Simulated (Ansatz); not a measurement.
# Run report: SiNH3F (charge +1), molecular dynamics (part 2 of 2)

SiNH3F, charge +1; RKS B3LYP-D4/def2-SVP (Ansatz 0.2.0). It belongs to a series of runs on one base structure; here: dynamics from the start.

Geometry of the input (Å):
```
N  -0.5682  0.3163  -0.6090
Si 0.4990  -0.2139  0.5183
F  0.4632  -1.7432  0.8912
H  -1.2484  -0.2877  -1.0784
H  -0.6212  1.2907  -0.9162
H  1.4756  0.6378  1.1942
```

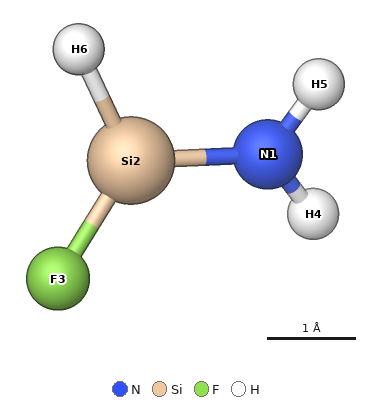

The geometry at step 63 of the log (ball-and-stick view, seen at a tilt; atoms are numbered from 1 in the order of the input).

Output, continued:
```
md step   145: t =    72.50 fs  T =   186.3 K  F+E_penalty+E_count = -12121.94224278 eV  E_kin = 0.144521 eV  (16 SCF iters)
md step   146: t =    73.00 fs  T =   184.7 K  F+E_penalty+E_count = -12121.94498058 eV  E_kin = 0.143279 eV  (16 SCF iters)
md step   147: t =    73.50 fs  T =   194.7 K  F+E_penalty+E_count = -12121.94819927 eV  E_kin = 0.150993 eV  (16 SCF iters)
md step   148: t =    74.00 fs  T =   195.7 K  F+E_penalty+E_count = -12121.95124938 eV  E_kin = 0.151747 eV  (16 SCF iters)
md step   149: t =    74.50 fs  T =   216.5 K  F+E_penalty+E_count = -12121.95360937 eV  E_kin = 0.167874 eV  (16 SCF iters)
these checks for a lower state are left out or cut short: stability, starts, cluster_reference, orbital_swaps, neighbouring_geometries, increment
628 factors; integrals over basis functions are off by at most 3.7e-4 eV
mean field evaluation 768: about -12121.8436 eV, gradient 1.7e-2 eV
mean field -12121.84357178 eV, -445.4695347821 hartree, gradient 7.1e-6 eV, S^2 0.000000; 0 other end points of the search recorded, 0 dependent functions left out
the calculation of the forces begins
reference -12121.84374953 eV, -445.4695413144 hartree; 16, 16 occupied and 45, 45 virtual orbitals, 628 factors
md step   150: t =    75.00 fs  T =   196.0 K  F+E_penalty+E_count = -12121.95519831 eV  E_kin = 0.151982 eV  (16 SCF iters)
```

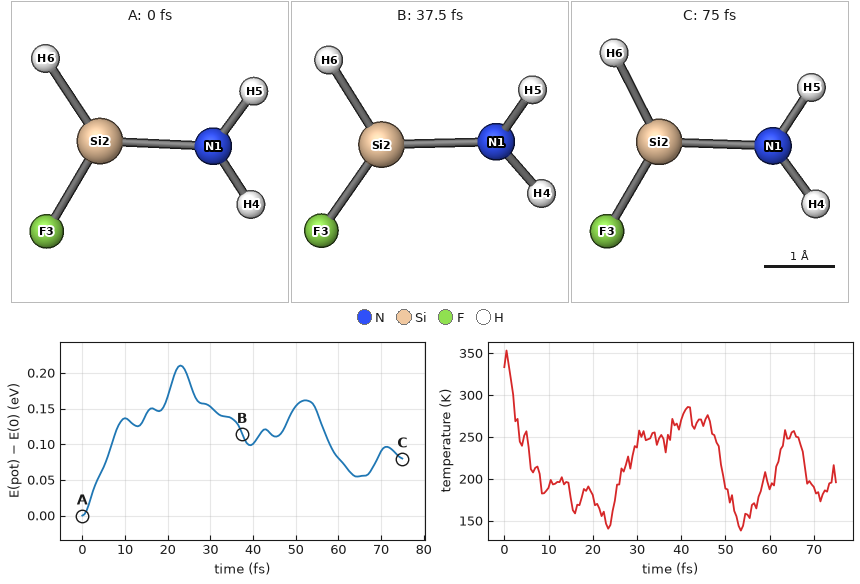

Frames of the molecular dynamics (ball-and-stick, seen at a tilt) above the curves, on which the letters mark them. The trajectory kept here has 151 frames over 75 fs. The temperature starts at 333 K, ranges from 138 to 353 K and averages 218 K over the second half. The potential energy ends 0.080 eV above its first value. After an unweighted best fit of the last frame on the first, the root-mean-square displacement is 0.09 Å.

```
Total energy: -12121.95537607 eV, -445.4736435140 hartree
Atom 0 at    -0.634568     0.105309    -0.397256 Å, force    -0.799901    -0.622271    -0.339932 eV/Å
Atom 1 at     0.604653    -0.399225     0.560338 Å, force     0.050788     1.278217    -0.483891 eV/Å
Atom 2 at     0.552999    -1.859030     1.106073 Å, force     0.191237    -0.549427     0.243154 eV/Å
Atom 3 at    -1.425011    -0.469748    -0.776486 Å, force     0.774886     0.445526     0.525339 eV/Å
Atom 4 at    -0.723721     1.083435    -0.678867 Å, force     0.101814     0.076383    -0.091783 eV/Å
Atom 5 at     1.705717     0.578516     0.817416 Å, force    -0.318822    -0.628429     0.147112 eV/Å
Dipole moment:    -0.049865     0.650738    -0.281404 e Å
Checks for a lower state left out: stability, starts, cluster_reference, orbital_swaps, neighbouring_geometries, increment
```

Trajectory as extended XYZ (Å, eV, eV/Å), 32 of the 151 frames kept, from step=0 to step=150:
```
6
Properties=species:S:1:pos:R:3:forces:R:3 step=0 time_fs=0.0 energy=-12122.03516 temperature=333.3
N    -0.5682    0.3163   -0.6090    0.0017   0.0004   0.0007
Si    0.4990   -0.2139    0.5183    0.0032  -0.0003   0.0016
F     0.4632   -1.7432    0.8912   -0.0003  -0.0027   0.0005
H    -1.2484   -0.2877   -1.0784   -0.0028   0.0004  -0.0013
H    -0.6212    1.2907   -0.9162   -0.0012   0.0010  -0.0017
H     1.4756    0.6378    1.1942   -0.0006   0.0012   0.0003
6
Properties=species:S:1:pos:R:3:forces:R:3 step=5 time_fs=2.5 energy=-12122.00064 temperature=268.7
N    -0.5721    0.3118   -0.6106    0.4903  -0.6204   0.6878
Si    0.4968   -0.2233    0.5233   -0.4424   0.7785  -0.7776
F     0.4668   -1.7307    0.8901   -0.0192  -0.9480   0.3208
H    -1.2889   -0.2484   -1.0548   -0.3005  -0.3258  -0.1981
H    -0.5714    1.2641   -0.9248   -0.0404   0.9060  -0.2847
H     1.4727    0.6462    1.1289    0.3122   0.2097   0.2518
6
Properties=species:S:1:pos:R:3:forces:R:3 step=10 time_fs=5.0 energy=-12121.96724 temperature=256.8
N    -0.5721    0.3035   -0.6074    0.0891  -0.3944   0.3264
Si    0.4941   -0.2305    0.5280   -0.4645   1.5145  -1.1335
F     0.4702   -1.7212    0.8902   -0.0254  -1.7700   0.6129
H    -1.3363   -0.2215   -1.0400    0.0819  -0.1034   0.0312
H    -0.5211    1.2568   -0.9416   -0.0632   0.5315  -0.1609
H     1.4818    0.6575    1.0764    0.3820   0.2218   0.3239
6
Properties=species:S:1:pos:R:3:forces:R:3 step=15 time_fs=7.5 energy=-12121.92375 temperature=214.7
N    -0.5719    0.2943   -0.6010   -0.4368   0.4946  -0.4540
Si    0.4915   -0.2357    0.5313   -0.2175   2.0138  -1.1755
F     0.4758   -1.7170    0.8939   -0.0198  -2.2304   0.8077
H    -1.3804   -0.1986   -1.0260    0.5873   0.1581   0.2928
H    -0.4735    1.2619   -0.9643   -0.1888  -0.5141   0.2340
H     1.4969    0.6742    1.0310    0.2756   0.0780   0.2951
6
Properties=species:S:1:pos:R:3:forces:R:3 step=19 time_fs=9.5 energy=-12121.89992 temperature=185.9
N    -0.5715    0.2890   -0.5949   -0.6410   0.9635  -0.8666
Si    0.4894   -0.2369    0.5308    0.2207   1.9932  -0.8977
F     0.4809   -1.7190    0.8993   -0.0199  -2.1062   0.8269
H    -1.4036   -0.1806   -1.0098    0.7233   0.2093   0.3360
H    -0.4324    1.2566   -0.9793   -0.3274  -0.9104   0.3997
H     1.5177    0.6883    1.0022    0.0444  -0.1494   0.2017
6
Properties=species:S:1:pos:R:3:forces:R:3 step=24 time_fs=12.0 energy=-12121.90754 temperature=196.4
N    -0.5712    0.2856   -0.5895   -0.3920   0.9777  -0.7212
Si    0.4872   -0.2355    0.5289    0.7737   1.4999  -0.4174
F     0.4879   -1.7274    0.9074   -0.0317  -1.4825   0.7101
H    -1.4151   -0.1488   -0.9826    0.2788  -0.0696   0.0944
H    -0.3862    1.2273   -0.9905   -0.3712  -0.4991   0.2508
H     1.5442    0.7045    0.9766   -0.2577  -0.4263   0.0834
6
Properties=species:S:1:pos:R:3:forces:R:3 step=29 time_fs=14.5 energy=-12121.89901 temperature=195.5
N    -0.5711    0.2855   -0.5893   -0.1087   0.0279   0.0831
Si    0.4867   -0.2323    0.5279    0.9589   0.6271  -0.1166
F     0.4954   -1.7399    0.9177   -0.0587  -0.6135   0.5065
H    -1.4266   -0.1200   -0.9452   -0.2986  -0.3545  -0.2013
H    -0.3570    1.1852   -0.9889   -0.1756   0.7973  -0.3443
H     1.5594    0.7086    0.9523   -0.3173  -0.4843   0.0726
6
Properties=species:S:1:pos:R:3:forces:R:3 step=34 time_fs=17.0 energy=-12121.88642 temperature=168.7
N    -0.5731    0.2866   -0.5880   -0.1653  -0.3721   0.3356
Si    0.4893   -0.2281    0.5270    0.7693  -0.4840   0.0435
F     0.5032   -1.7545    0.9307   -0.0823   0.3235   0.2620
H    -1.4481   -0.1074   -0.9101   -0.2651  -0.2860  -0.2431
H    -0.3351    1.1688   -0.9941   -0.1640   1.1282  -0.5555
H     1.5564    0.7025    0.9346   -0.0925  -0.3096   0.1575
6
Properties=species:S:1:pos:R:3:forces:R:3 step=39 time_fs=19.5 energy=-12121.87709 temperature=185.7
N    -0.5776    0.2859   -0.5851   -0.0398   0.5132  -0.1221
Si    0.4934   -0.2263    0.5249    0.3088  -1.6276   0.0806
F     0.5087   -1.7708    0.9456   -0.0967   1.1524   0.0222
H    -1.4728   -0.1000   -0.8803   -0.0172  -0.1307  -0.2095
H    -0.3190    1.1838   -1.0104   -0.5039   0.0473  -0.0832
H     1.5434    0.6856    0.9179    0.3488   0.0454   0.3121
6
Properties=species:S:1:pos:R:3:forces:R:3 step=44 time_fs=22.0 energy=-12121.83130 temperature=155.6
N    -0.5810    0.2882   -0.5836   -0.2882   0.8148  -0.4769
Si    0.4978   -0.2305    0.5221   -0.1829  -2.3620  -0.0027
F     0.5143   -1.7864    0.9607   -0.1240   1.6888  -0.1692
H    -1.4989   -0.0963   -0.8626    0.5458   0.1222  -0.0643
H    -0.3118    1.1947   -1.0315   -0.6986  -0.6283   0.2681
H     1.5328    0.6650    0.9095    0.7478   0.3644   0.4449
6
Properties=species:S:1:pos:R:3:forces:R:3 step=48 time_fs=24.0 energy=-12121.83033 temperature=145.1
N    -0.5841    0.2924   -0.5844   -0.3187   0.4221  -0.2467
Si    0.5009   -0.2386    0.5219   -0.4300  -2.3385  -0.1897
F     0.5193   -1.7949    0.9727   -0.1577   1.8171  -0.2488
H    -1.5098   -0.0918   -0.8511    0.6749   0.1547  -0.0303
H    -0.3217    1.1873   -1.0478   -0.5898  -0.4639   0.2516
H     1.5341    0.6549    0.9063    0.8213   0.4085   0.4639
6
Properties=species:S:1:pos:R:3:forces:R:3 step=53 time_fs=26.5 energy=-12121.86957 temperature=212.5
N    -0.5879    0.2971   -0.5834   -0.0089  -0.2852   0.3750
Si    0.5033   -0.2529    0.5213   -0.1145  -1.6285  -0.2261
F     0.5266   -1.8029    0.9858   -0.2118   1.7556  -0.2929
H    -1.5050   -0.0820   -0.8407    0.2241  -0.1000  -0.1138
H    -0.3482    1.1666   -1.0616   -0.2432   0.2553  -0.0228
H     1.5599    0.6565    0.9086    0.3542   0.0028   0.2806
6
Properties=species:S:1:pos:R:3:forces:R:3 step=58 time_fs=29.0 energy=-12121.87889 temperature=227.5
N    -0.5917    0.2998   -0.5791    0.3320  -0.8061   0.8782
Si    0.5059   -0.2698    0.5195    0.3198  -0.6757  -0.2224
F     0.5353   -1.8053    0.9997   -0.2694   1.4465  -0.2807
H    -1.4956   -0.0764   -0.8369   -0.2992  -0.4120  -0.1798
H    -0.3848    1.1532   -1.0689    0.0941   0.8714  -0.2610
H     1.5931    0.6552    0.9183   -0.1773  -0.4241   0.0658
6
Properties=species:S:1:pos:R:3:forces:R:3 step=63 time_fs=31.5 energy=-12121.89091 temperature=257.0
N    -0.5949    0.2997   -0.5691    0.2394  -0.5135   0.5347
Si    0.5083   -0.2882    0.5170    0.6919   0.1833  -0.1857
F     0.5440   -1.8053    1.0138   -0.3241   0.9924  -0.2279
H    -1.4932   -0.0889   -0.8381   -0.2152  -0.4335  -0.0896
H    -0.4226    1.1642   -1.0752    0.1490   0.4457   0.0673
H     1.6219    0.6401    0.9328   -0.5409  -0.6744  -0.0989
6
Properties=species:S:1:pos:R:3:forces:R:3 step=68 time_fs=34.0 energy=-12121.89656 temperature=255.5
N    -0.6006    0.3007   -0.5578   -0.2640  -0.2179  -0.0890
Si    0.5115   -0.3061    0.5135    0.7170   0.8486  -0.2831
F     0.5507   -1.8039    1.0275   -0.3654   0.4887  -0.1481
H    -1.5016   -0.1176   -0.8388    0.4207  -0.1155   0.1268
H    -0.4546    1.1840   -1.0827    0.0921  -0.3273   0.5555
H     1.6316    0.6125    0.9461   -0.6004  -0.6767  -0.1623
6
Properties=species:S:1:pos:R:3:forces:R:3 step=73 time_fs=36.5 energy=-12121.90769 temperature=231.6
N    -0.6071    0.3019   -0.5467   -0.5562  -0.4318  -0.2693
Si    0.5144   -0.3210    0.5092    0.4716   1.2039  -0.4331
F     0.5562   -1.7996    1.0420   -0.4088  -0.0154  -0.0640
H    -1.5011   -0.1530   -0.8392    0.8045   0.1922   0.2450
H    -0.4755    1.1932   -1.0725    0.0625  -0.5301   0.6507
H     1.6253    0.5672    0.9599   -0.3735  -0.4187  -0.1294
6
Properties=species:S:1:pos:R:3:forces:R:3 step=77 time_fs=38.5 energy=-12121.93325 temperature=263.8
N    -0.6130    0.3013   -0.5382   -0.3208  -0.9592   0.1346
Si    0.5177   -0.3291    0.5051    0.0848   1.1202  -0.5440
F     0.5610   -1.7962    1.0528   -0.4417  -0.2816  -0.0402
H    -1.4850   -0.1791   -0.8365    0.5872   0.2082   0.1574
H    -0.4854    1.1870   -1.0445    0.0766  -0.0487   0.3136
H     1.6114    0.5242    0.9707    0.0140  -0.0388  -0.0214
6
Properties=species:S:1:pos:R:3:forces:R:3 step=82 time_fs=41.0 energy=-12121.92684 temperature=282.7
N    -0.6222    0.2952   -0.5259    0.4732  -1.2408   0.7627
Si    0.5226   -0.3371    0.4998   -0.3905   0.7974  -0.5950
F     0.5668   -1.7939    1.0655   -0.4767  -0.4654  -0.0606
H    -1.4522   -0.2115   -0.8273   -0.1952  -0.0874  -0.1476
H    -0.4977    1.1765   -1.0070    0.0679   0.5480  -0.0941
H     1.5960    0.4733    0.9882    0.5213   0.4482   0.1346
6
Properties=species:S:1:pos:R:3:forces:R:3 step=87 time_fs=43.5 energy=-12121.91629 temperature=266.8
N    -0.6299    0.2826   -0.5079    0.9608  -0.5506   0.6431
Si    0.5264   -0.3431    0.4944   -0.2659   0.5198  -0.2450
F     0.5711   -1.7933    1.0787   -0.5061  -0.5172  -0.1257
H    -1.4233   -0.2480   -0.8219   -0.7348  -0.3200  -0.3774
H    -0.5096    1.1800   -0.9740   -0.0634   0.2504  -0.0088
H     1.6020    0.4339    1.0139    0.6094   0.6176   0.1139
6
Properties=species:S:1:pos:R:3:forces:R:3 step=92 time_fs=46.0 energy=-12121.92324 temperature=276.1
N    -0.6337    0.2672   -0.4870    0.1168   0.0469  -0.3540
Si    0.5282   -0.3459    0.4878    0.4921   0.1381   0.5732
F     0.5729   -1.7963    1.0916   -0.5269  -0.2923  -0.2893
H    -1.4183   -0.2914   -0.8273   -0.1693   0.1269  -0.1369
H    -0.5267    1.1932   -0.9435   -0.2026  -0.4975   0.3023
H     1.6243    0.4109    1.0426    0.2899   0.4779  -0.0953
6
Properties=species:S:1:pos:R:3:forces:R:3 step=97 time_fs=48.5 energy=-12121.89728 temperature=239.0
N    -0.6356    0.2531   -0.4700   -0.8592  -0.1007  -0.9992
Si    0.5308   -0.3483    0.4819    1.3972  -0.1882   1.4289
F     0.5751   -1.8018    1.1032   -0.5511   0.0111  -0.4784
H    -1.4177   -0.3290   -0.8344    0.4020   0.5629   0.1678
H    -0.5554    1.1915   -0.9067   -0.1912  -0.5198   0.2647
H     1.6618    0.3918    1.0679   -0.1978   0.2347  -0.3838
6
Properties=species:S:1:pos:R:3:forces:R:3 step=102 time_fs=51.0 energy=-12121.87623 temperature=171.7
N    -0.6395    0.2392   -0.4563   -1.1263  -0.4792  -0.9690
Si    0.5347   -0.3511    0.4778    1.9224  -0.4323   1.9417
F     0.5750   -1.8045    1.1143   -0.5518   0.1866  -0.5943
H    -1.4090   -0.3489   -0.8340    0.3453   0.5123   0.2006
H    -0.5873    1.1743   -0.8650   -0.1223   0.0920  -0.0344
H     1.6911    0.3772    1.0749   -0.4673   0.1207  -0.5445
6
Properties=species:S:1:pos:R:3:forces:R:3 step=106 time_fs=53.0 energy=-12121.87440 temperature=143.9
N    -0.6441    0.2271   -0.4493   -0.6904  -0.6679  -0.5008
Si    0.5400   -0.3519    0.4779    1.9643  -0.6268   2.0550
F     0.5724   -1.8071    1.1210   -0.5197   0.3351  -0.6558
H    -1.3991   -0.3517   -0.8271   -0.1324   0.1107  -0.0030
H    -0.6085    1.1570   -0.8323   -0.0865   0.7512  -0.3214
H     1.7079    0.3721    1.0682   -0.5352   0.0977  -0.5740
6
Properties=species:S:1:pos:R:3:forces:R:3 step=111 time_fs=55.5 energy=-12121.89792 temperature=153.2
N    -0.6500    0.2106   -0.4434    0.0533   0.1609  -0.2208
Si    0.5491   -0.3528    0.4813    1.5501  -0.8759   1.8484
F     0.5703   -1.8110    1.1263   -0.4505   0.4710  -0.6818
H    -1.3990   -0.3490   -0.8145   -0.6944  -0.3829  -0.2648
H    -0.6330    1.1599   -0.7982   -0.0859   0.4294  -0.2073
H     1.7150    0.3684    1.0470   -0.3726   0.1975  -0.4737
6
Properties=species:S:1:pos:R:3:forces:R:3 step=116 time_fs=58.0 energy=-12121.93525 temperature=185.3
N    -0.6529    0.1941   -0.4409    0.2930   0.9339  -0.2774
Si    0.5606   -0.3562    0.4899    0.7087  -1.0374   1.3071
F     0.5684   -1.8170    1.1294   -0.3595   0.5145  -0.6413
H    -1.4117   -0.3584   -0.8084   -0.5860  -0.3597  -0.2059
H    -0.6548    1.1737   -0.7753   -0.0706  -0.4524   0.0733
H     1.7085    0.3694    1.0190    0.0144   0.4010  -0.2558
6
Properties=species:S:1:pos:R:3:forces:R:3 step=121 time_fs=60.5 energy=-12121.95770 temperature=194.9
N    -0.6552    0.1815   -0.4392   -0.1692   0.4985  -0.3979
Si    0.5719   -0.3613    0.5009   -0.2509  -1.0054   0.6138
F     0.5669   -1.8223    1.1293   -0.2613   0.4211  -0.5308
H    -1.4355   -0.3833   -0.8106    0.2583   0.2113   0.1999
H    -0.6782    1.1749   -0.7536   -0.0348  -0.7372   0.1253
H     1.6959    0.3818    0.9853    0.4578   0.6117  -0.0103
6
Properties=species:S:1:pos:R:3:forces:R:3 step=126 time_fs=63.0 energy=-12121.97564 temperature=239.4
N    -0.6599    0.1734   -0.4375   -0.0969  -0.7501   0.0680
Si    0.5824   -0.3687    0.5143   -0.8751  -0.4441  -0.0531
F     0.5658   -1.8261    1.1277   -0.1672   0.1589  -0.3464
H    -1.4496   -0.4032   -0.8070    0.6641   0.4823   0.3920
H    -0.7013    1.1527   -0.7285   -0.0256   0.0185  -0.1280
H     1.6963    0.4133    0.9537    0.5007   0.5345   0.0674
6
Properties=species:S:1:pos:R:3:forces:R:3 step=131 time_fs=65.5 energy=-12121.97948 temperature=257.1
N    -0.6651    0.1636   -0.4352    0.7005  -1.5184   0.8247
Si    0.5922   -0.3778    0.5287   -1.1098   0.4813  -0.6147
F     0.5628   -1.8298    1.1235   -0.0653  -0.2331  -0.1042
H    -1.4436   -0.4127   -0.7961    0.3267   0.2449   0.2357
H    -0.7152    1.1298   -0.7025   -0.0641   0.8324  -0.3758
H     1.7050    0.4613    0.9233    0.2120   0.1930   0.0343
6
Properties=species:S:1:pos:R:3:forces:R:3 step=135 time_fs=67.5 energy=-12121.97352 temperature=232.6
N    -0.6666    0.1510   -0.4318    1.5191  -0.6355   1.1596
Si    0.5980   -0.3847    0.5396   -1.0107   1.1853  -0.8888
F     0.5601   -1.8341    1.1203    0.0108  -0.5019   0.0677
H    -1.4289   -0.4118   -0.7875   -0.3704  -0.2958  -0.0736
H    -0.7242    1.1279   -0.6922   -0.0179   0.4240  -0.2513
H     1.7159    0.5031    0.8997   -0.1309  -0.1761  -0.0137
6
Properties=species:S:1:pos:R:3:forces:R:3 step=140 time_fs=70.0 energy=-12121.94510 temperature=190.5
N    -0.6618    0.1337   -0.4224    1.5030   0.6421   0.8721
Si    0.6019   -0.3916    0.5494   -0.5957   1.8087  -0.9445
F     0.5563   -1.8395    1.1171    0.0905  -0.7330   0.2222
H    -1.4200   -0.4207   -0.7831   -0.5776  -0.4834  -0.1519
H    -0.7324    1.1352   -0.6870    0.0942  -0.6193   0.0486
H     1.7271    0.5524    0.8724   -0.5145  -0.6151  -0.0466
6
Properties=species:S:1:pos:R:3:forces:R:3 step=145 time_fs=72.5 energy=-12121.94224 temperature=186.3
N    -0.6497    0.1174   -0.4109    0.3450   0.3516   0.1986
Si    0.6035   -0.3976    0.5563   -0.1750   1.9322  -0.8141
F     0.5538   -1.8476    1.1115    0.1437  -0.8249   0.3060
H    -1.4252   -0.4462   -0.7819    0.1656   0.0316   0.2163
H    -0.7313    1.1188   -0.6820    0.1346  -0.6938   0.0903
H     1.7272    0.5767    0.8464   -0.6140  -0.7966   0.0028
6
Properties=species:S:1:pos:R:3:forces:R:3 step=150 time_fs=75.0 energy=-12121.95520 temperature=196.0
N    -0.6346    0.1053   -0.3973   -0.7999  -0.6223  -0.3399
Si    0.6047   -0.3992    0.5603    0.0508   1.2782  -0.4839
F     0.5530   -1.8590    1.1061    0.1912  -0.5494   0.2432
H    -1.4250   -0.4697   -0.7765    0.7749   0.4455   0.5253
H    -0.7237    1.0834   -0.6789    0.1018   0.0764  -0.0918
H     1.7057    0.5785    0.8174   -0.3188  -0.6284   0.1471
```
